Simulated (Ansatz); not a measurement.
# SiO2 (silicon dioxide molecule) at 6 levels

We compute a comparison of 6 runs (HF/STO-3G, UB3LYP/STO-3G, UPBE0/STO-3G, r2SCAN/STO-3G, UMP2/STO-3G, CCSDT(Q)/STO-3G) of SiO2 (silicon dioxide molecule). 

Program for the calculation: Ansatz 0.2.0.

35 further runs of the same task are left out: 5 that didn't finish, 30 set aside as unsound or not needed.

**1. Starting point**

SiO2: 3 atoms, total charge 0, spin state singlet. SMILES: `O=[Si]=O`. The Si2–O1 distance was set to 3.765 Å, away from the relaxed value. At this shape a bond of the SMILES string is far longer than usual.

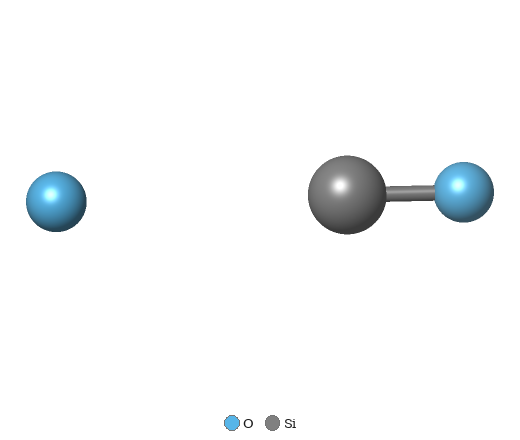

The structure, seen from a chosen angle (oxygen blue, silicon grey).

**2. A single-point energy at HF/STO-3G (run 1)**

Contents of job.yaml:

```yaml
basis:
  gaussian: {orbitals: STO-3G}
crystal:
  periodic: [false, false, false]
  atoms:
    - symbol: O
      position_ang: [1.744358, 3.074031, 1.296913]
    - symbol: Si
      position_ang: [-0.000010, 0.000000, -0.000000]
    - symbol: O
      position_ang: [-0.697730, -1.229610, -0.518760]
total_charge: 0
hamiltonian: {xc: hf}
accuracy: high
```

Run with:

```bash
ansatz run job.yaml --threads 1 --pin off --max-ram 3480MiB --events-out events.jsonl --progress --plain --runs-dir runs
```

The log of the run:

```text
Warning: RAYON_NUM_THREADS=1 ignored (pool sized by the plan → 1); use --threads N
Functional definition: HF
  name "HF"
  exchange = exact_x
  correlation = 0
302 factors; integrals over basis functions are off by at most 2.2e-8 eV
mean field evaluation 1: about -11739.3800 eV, gradient 4.8e1 eV
mean field evaluation 2: about -11739.3940 eV, gradient 4.8e1 eV
mean field evaluation 4: about -11718.9486 eV, gradient 7.7e1 eV
mean field evaluation 8: about -11784.1872 eV, gradient 8.3e-1 eV
mean field evaluation 16: about -11784.1886 eV, gradient 4.1e-8 eV
mean field evaluation 32: about -11784.1708 eV, gradient 3.5e-2 eV
mean field evaluation 64: about -11784.1735 eV, gradient 2.5e-1 eV
mean field evaluation 96: about -11768.3398 eV, gradient 6.8e0 eV
mean field evaluation 128: about -11784.1851 eV, gradient 1.5e-2 eV
mean field -11784.18859122 eV, -433.0609431175 hartree, gradient 4.1e-8 eV, S^2 0.000000; 5 other end points of the search recorded, 0 dependent functions left out
reference -11784.18859122 eV, -433.0609431175 hartree; 15, 15 occupied and 4, 4 virtual orbitals, 302 factors
Total energy: -11784.18859122 eV, -433.0609431175 hartree
```

Run time: 0.16 s. Hardware: 1 thread of Arm Neoverse V2, shared host.

**3. A single-point energy at UB3LYP/STO-3G (run 2)**

Contents of molecule.yaml:

```yaml
crystal:
  periodic: [false, false, false]
  atoms:
    - {symbol: O, position_ang: [1.744358, 3.074031, 1.296913]}
    - {symbol: Si, position_ang: [-0.000010, 0.000000, -0.000000]}
    - {symbol: O, position_ang: [-0.697730, -1.229610, -0.518760]}
basis:
  gaussian:
    orbitals: STO-3G
total_charge: 0
magnetization:
  spin_polarized: true
  initial_magnetization: 0
hamiltonian:
  xc: {name: B3LYP}
accuracy: high
```

Run with:

```bash
ansatz run molecule.yaml --threads 1 --pin off --max-ram 3480MiB --events-out events.jsonl --progress --plain --runs-dir runs
```

The log of the run, cut to the lines that bear on the results:

```text
Warning: RAYON_NUM_THREADS=1 ignored (pool sized by the plan → 1); use --threads N
Functional definition: B3LYP
  name "B3LYP"
[...]
302 factors; integrals over basis functions are off by at most 2.2e-8 eV
[...]
mean field -11817.46640220 eV, -434.2838801143 hartree, gradient 2.2e-8 eV, S^2 0.999991; 9 other end points of the search recorded, 0 dependent functions left out
reference -11817.46642612 eV, -434.2838809936 hartree; 15, 15 occupied and 4, 4 virtual orbitals, 302 factors
Total energy: -11817.46642612 eV, -434.2838809936 hartree
```

Run time: 16 s. Hardware: 1 thread of Arm Neoverse V2, shared host; peak memory 0.12 GiB.

Runs 3 to 4 aren't shown in full; the table further down has their settings and results.

**4. The energy at UMP2/STO-3G (run 5)**

Contents of in.yaml:

```yaml
crystal:
  periodic: [false, false, false]
  atoms:
    - {symbol: O, position_ang: [1.744358, 3.074031, 1.296913]}
    - {symbol: Si, position_ang: [-0.000010, 0.000000, -0.000000]}
    - {symbol: O, position_ang: [-0.697730, -1.229610, -0.518760]}
basis:
  gaussian:
    orbitals: STO-3G
accuracy: high
magnetization:
  spin_polarized: true
total_charge: 0
correlation:
  method: mp2
  frozen_orbitals: {O: 1, Si: 5}
```

Run with:

```bash
ansatz run in.yaml --threads 1 --pin off --max-ram 3480MiB --events-out events.jsonl --progress --plain --runs-dir runs
```

The log of the run:

```text
Warning: RAYON_NUM_THREADS=1 ignored (pool sized by the plan → 1); use --threads N
[... 36 lines left out ...]
7 core orbitals not correlated: weight in the atoms' cores, before any rotation towards them, 1.000 or more for the frozen orbitals, at most 0.000 for the correlated occupied ones
[... 2 lines left out ...]
Total energy: -11789.97289834 eV, -433.2735124832 hartree
```

It took 3 s on 1 thread of Arm Neoverse V2, shared host.

**5. The energy at CCSDT(Q)/STO-3G (run 6)**

Contents of input.yaml:

```yaml
crystal:
  periodic: [false, false, false]
  atoms:
    - {symbol: O, position_ang: [1.744358, 3.074031, 1.296913]}
    - {symbol: Si, position_ang: [-0.000010, 0.000000, -0.000000]}
    - {symbol: O, position_ang: [-0.697730, -1.229610, -0.518760]}
basis:
  gaussian: {orbitals: STO-3G}
correlation: {method: ccsdt_q, frozen_orbitals: {O: 1, Si: 5}}
accuracy: high
scf: {omitted_lower_state_checks: [cluster_reference, increment]}
```

Run with:

```bash
ansatz run input.yaml --threads 1 --pin off --max-ram 3480MiB --events-out events.jsonl --progress --plain --runs-dir runs
```

The log of the run:

```text
Warning: RAYON_NUM_THREADS=1 ignored (pool sized by the plan → 1); use --threads N
[... 15 lines left out ...]
7 core orbitals not correlated: weight in the atoms' cores, before any rotation towards them, 1.000 or more for the frozen orbitals, at most 0.000 for the correlated occupied ones
[... 52 lines left out ...]
Total energy: -11789.46136922 eV, -433.2547141350 hartree
Checks for a lower state left out: cluster_reference, increment
```

It took 0.66 s on 1 thread of Arm Neoverse V2, shared host.

**6. Overview of the runs**

```csv
run,level,frozen core orbitals,energy (Eh),wall time
1,HF/STO-3G,–,-433.060943,0.16 s
2,UB3LYP/STO-3G,–,-434.283881,16 s
3,UPBE0/STO-3G,–,-434.036256,14 s
4,r2SCAN/STO-3G,–,-434.126433,11 s
5,UMP2/STO-3G,7,-433.273512,3 s
6,CCSDT(Q)/STO-3G,7,-433.254714,0.66 s
```

**7. Results**

| quantity | value |
| --- | --- |
| run 6: total energy | -433.25471 Eh |
| run 6: correlation energy (7 core orbitals frozen) | -193.8 mEh |
| run 6: T1 diagnostic | 0.024 |

Below the HF energy at the same shape and in the same basis (STO-3G): UMP2 -212.6 mEh; CCSDT(Q) -193.8 mEh. Some of these start from another determinant than that one, so these aren't their correlation energies. Totals of different functionals can't be ranked against each other. In run 6 the log says that unrestricted orbitals would lower the reference, so the values rest on an unstable closed-shell determinant (other closed-shell runs at this shape may share the fault). In runs 1, 2, 3, 4, 5, 6 the basis is minimal, so the values are rough. In runs 1, 4 a closed-shell determinant meets a far-stretched bond, which it describes badly. Spin contamination of the reference: run 5 ⟨S²⟩ = 1.25, run 3 ⟨S²⟩ = 1.00, run 2 ⟨S²⟩ = 1.00. Where it is this large, the reference is a mixture of spin states, and values that rest on it are in doubt. All runs together took 44 s, the longest 16 s.
